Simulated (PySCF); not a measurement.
## Electronic structure of C$_{5}$H$_{8}$ (SMILES CC=C1CC1) in real space

```xyz
13

C     2.0392    0.1546    0.0970
C     0.8279   -0.7199    0.0001
C    -0.3999   -0.2656   -0.0317
C    -1.8384   -0.5273   -0.1074
C    -1.3018    0.8889   -0.0167
H     2.6908   -0.0093   -0.7611
H     2.6077   -0.0850    0.9956
H     1.7536    1.2029    0.1296
H     1.0134   -1.7864   -0.0448
H    -2.2593   -0.8576   -1.0472
H    -2.3378   -0.9434    0.7568
H    -1.4396    1.4327    0.9078
H    -1.3603    1.5159   -0.8958
```

Geometry: GFN2-xTB.

Computed with PySCF 2.14.0, PBE0/def2-SVPD, SCF density, gas phase.

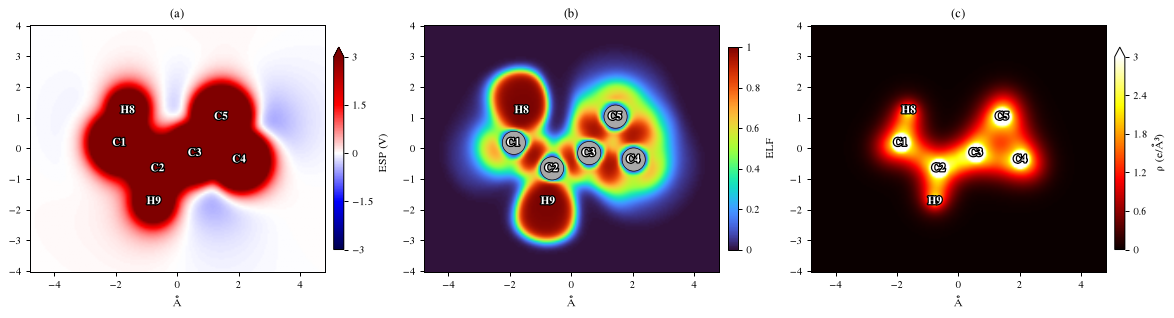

Figure 1. (a) electrostatic potential; (b) electron localisation function; (c) total electron density on the plane of atoms C4, C3 and C5. Grey discs cover the atomic cores in the ELF map.

### Interpret the plot.

The section cuts through C and H sites.
C–C (1.31 Å): the density is about 2.3 e/Å³ at the midpoint; the ELF peaks at about 0.90 between the atoms: a multiple bond.
C–H (1.09 Å): the density is about 2 e/Å³ at the midpoint; the ELF climbs to about 1 towards the hydrogen, as it does in any bond to H (a covalent bond by its length).
C–C (1.46 Å): ρ is about 1.7 e/Å³ halfway; the ELF peaks at about 0.90 between the atoms; a shared electron pair.
C–C (1.52 Å): ρ is about 1.6 e/Å³ halfway; the ELF peaks at about 0.85 between the atoms; a covalent bond.
Outside the dense part of the molecule the potential is most negative (−0.5 V) near C4.

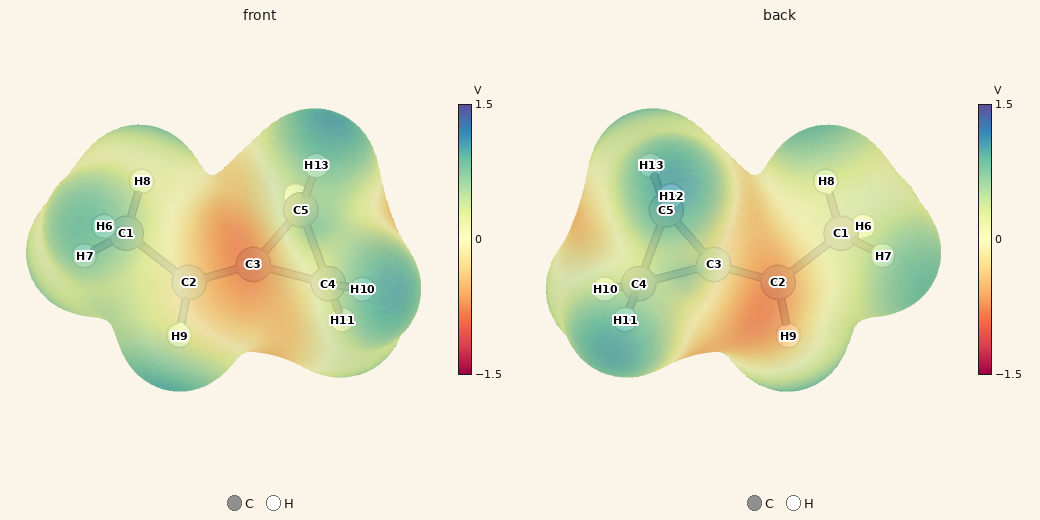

Figure 2. The electrostatic potential painted on the density surface at 0.004 e/bohr³, seen from the front and from behind; red is negative and blue positive.

### Where is the surface potential most negative and most positive?

The most negative region (about −0.8 V) lies over the π face of C2 and C3, the most positive (about +1.0 V) over H10, H11, H12 and H13.

### How polar is the molecule by this calculation?

Its dipole moment is 0.13 D.
